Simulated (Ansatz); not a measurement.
The starting structures come from a database of crystals and need not be the phases stable at ambient conditions.

 Where the default PAW files enter, the runs use the earlier of Ansatz's two default sets.

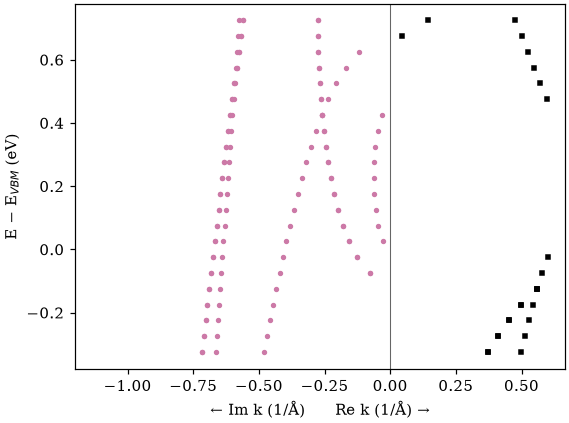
*Complex bands at the centre of the two-dimensional zone; PBEsol in Ansatz (a quantum-chemistry and plane-wave program)*

The gap is the functional's own. No spin-orbit coupling. Mid-gap values are interpolated on the energy grid.

Question: This is SrGaGeH (P3m1, not sure to be the ambient phase, 4 atoms a cell, 19.2 Å³ an atom) along the normal of (001). Read off the slowest decay at the centre of the two-dimensional zone at 0.23 eV, the computed energy nearest the middle of the gap.

Answer: κ ≈ 0.06 1/Å, a decay length 1/(2κ) of the density of 8.0 Å.
